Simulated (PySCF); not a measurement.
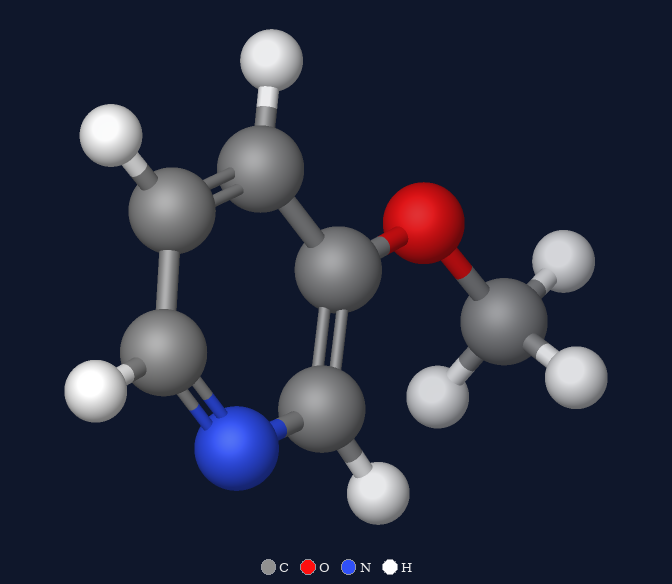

Computed geometry: GFN2-xTB optimisation. No frequency run is at hand to confirm it as a minimum.

What does the picture show?

It has 15 atoms: 6 carbon, 7 hydrogen, 1 nitrogen and 1 oxygen (C₆H₇NO). SMILES: `COc1cccnc1`. Independent rings (smallest set): 1 of 6 members, 1 of them aromatic. Among its groups: ether. The point group is Cs. Coordination: 1 C tetrahedral; 1 O bent; 5 C trigonal planar; 1 N bent.

More results for the same structure follow; atom numbers are the same in all pictures, views and colours differ.

## NMR shielding

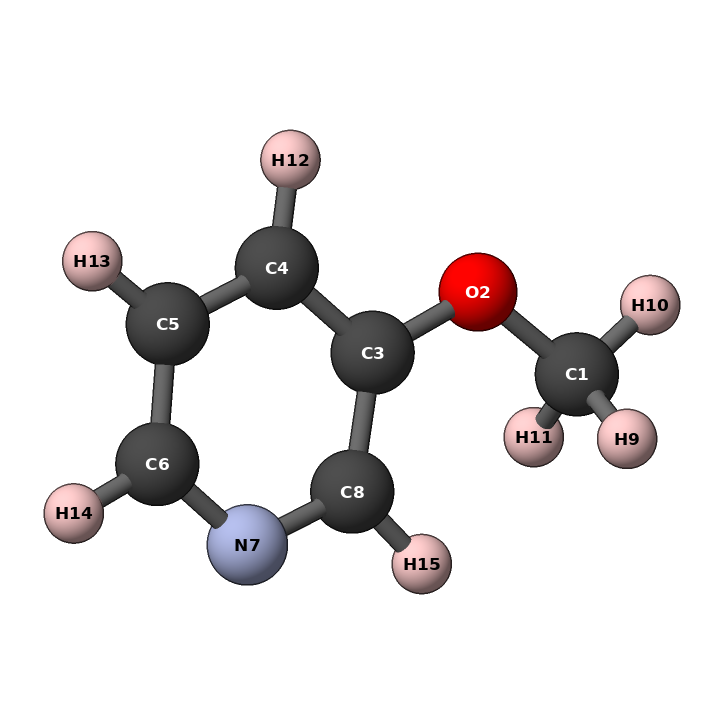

No frequency run is at hand to confirm it as a minimum. Level of theory: GIAO PBE0/pcSseg-1 NMR shielding, non-relativistic, gas phase (PySCF 2.14.0). Principal shieldings σ11 ≤ σ22 ≤ σ33, span Ω = σ33 − σ11, skew κ = 3(σiso − σ22)/Ω.

Give the shielding tensors of the O atoms.

```tsv
atom	σ11	σ22	σ33	σiso	Ω	κ
O2	151.5	273.5	290.9	238.6	139.5	−0.75
```

Shieldings and span in ppm.

## Charges

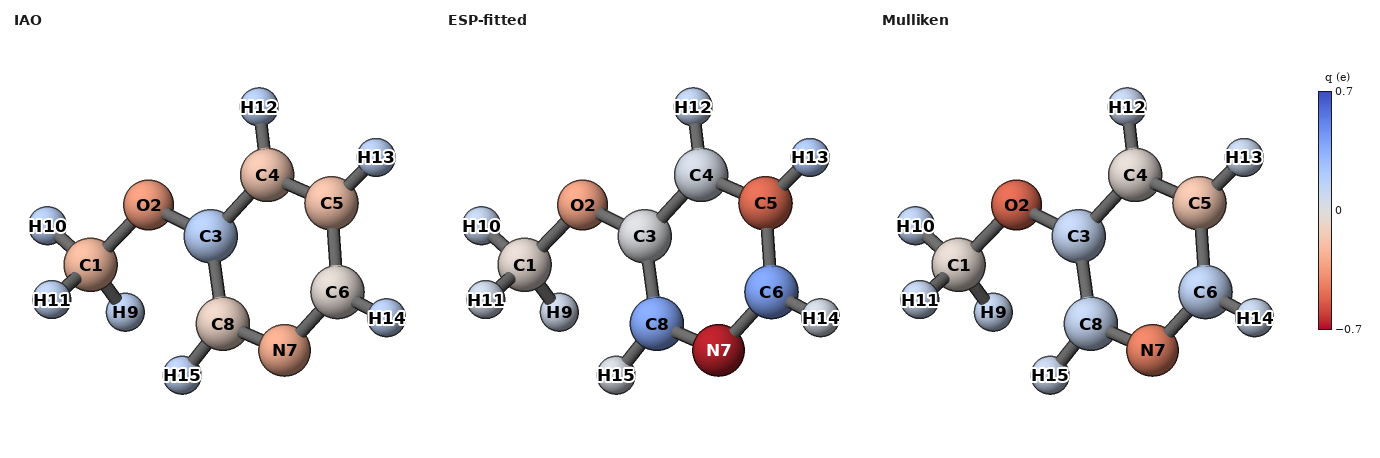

Atomic charges of one calculation by 3 schemes, on one colour scale. No frequency run is at hand to confirm it as a minimum. Level of theory: PBE0/pcSseg-1 (PySCF 2.14.0).

Which scheme gives the most polar picture (largest mean size of the charges)?

Answer. The ESP-fitted charges are the largest in size here, and the Mulliken charges the smallest.

On which atom do the schemes disagree most?

Answer. On C8 (from −0.08 to 0.37 e).

List the charges (e), one line for each set of equivalent atoms.

```
   atom    IAO  ESP-fitted  Mulliken
     C1  −0.21       −0.04     −0.04
     O2  −0.33       −0.30     −0.48
     C3   0.17        0.01      0.12
     C4  −0.16        0.05     −0.04
     C5  −0.18       −0.48     −0.16
     C6  −0.04        0.39      0.14
     N7  −0.27       −0.66     −0.41
     C8  −0.08        0.37      0.12
H9, H11   0.14        0.07      0.11
    H10   0.17        0.11      0.14
    H12   0.17        0.12      0.10
    H13   0.16        0.20      0.10
    H14   0.15        0.05      0.10
    H15   0.15        0.04      0.10
```

## Ring current

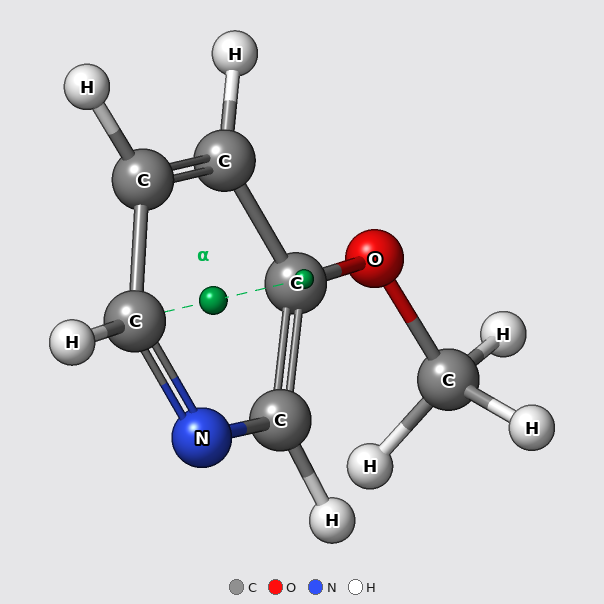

The small points mark where nucleus-independent chemical shifts (NICS) were computed: at the centre of each lettered ring and 1 Å above and below it. No frequency run is at hand to confirm it as a minimum. Level of theory: GIAO PBE0/pcSseg-1 NMR shielding, non-relativistic, gas phase (PySCF 2.14.0).

Give NICS(0), NICS(1) and the out-of-plane component NICS(1)zz for each ring (means of the two sides).

```json
{"ring": "α", "members": "C5N", "NICS(0)": "−8.5", "NICS(1)": "−11.2", "NICS(1)zz": "−28.0"}
```

Values in ppm.

What do the values say about the ring currents?

Answer. Ring α: diatropic, as in an aromatic ring. NICS is one index among several.

Mulliken values depend strongly on the basis set and can even reverse the polarity of a bond.
